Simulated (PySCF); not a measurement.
```xyz
12

N    -1.7188   -0.8238   -0.0681
Si   -1.1027    0.7731    0.1752
Si    1.1842    0.6704    0.0117
N     1.6181   -0.9540   -0.3909
H    -2.7160   -0.9701   -0.0563
H    -1.2633   -1.5845    0.4106
H    -1.7909    1.5479   -0.8661
H    -1.5326    1.3829    1.4513
H     1.9189    0.8974    1.2635
H     1.7168    1.6711   -0.9371
H     1.0933   -1.4220   -1.1125
H     2.5941   -1.1892   -0.4809
```

Geometry: GFN2-xTB.

These are results of B3LYP/def2-SVPD, SCF density, gas phase (PySCF), not measurements.

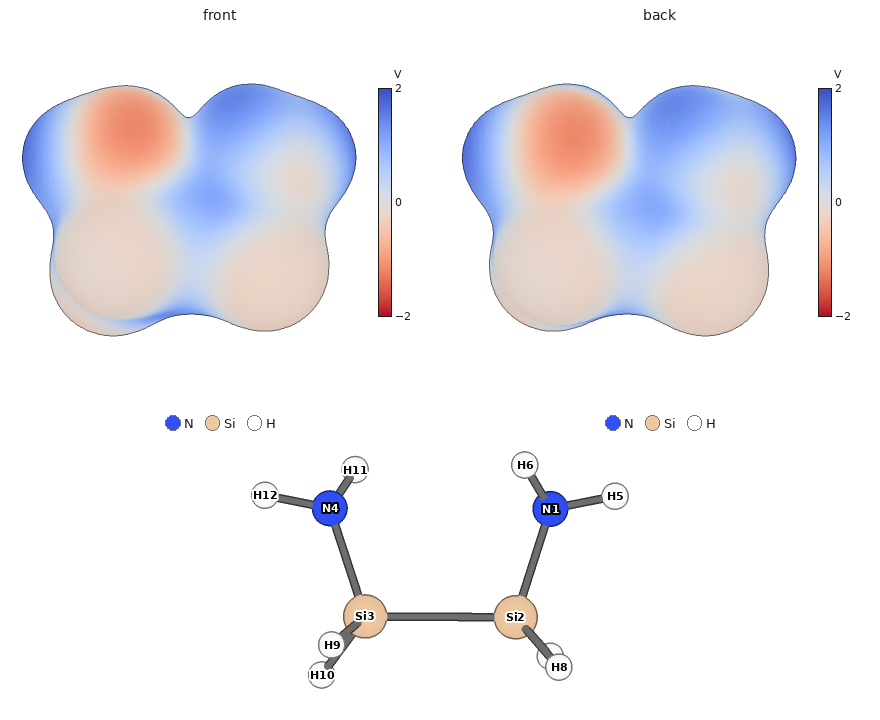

H8N2Si2 (SMILES N[SiH2][SiH2]N). The electrostatic potential painted on the density surface at 0.002 e/bohr³, seen from the front and from behind; the colour scale runs from red (negative) to blue (positive). The bare structure is drawn below in the same view.

### Describe the electrostatic potential map.

The most negative region (about −1.1 V, or −25 kcal/mol for a unit charge) lies over N1 and N4, the most positive (about +1.6 V, or +37 kcal/mol for a unit charge) over H5 and H12.
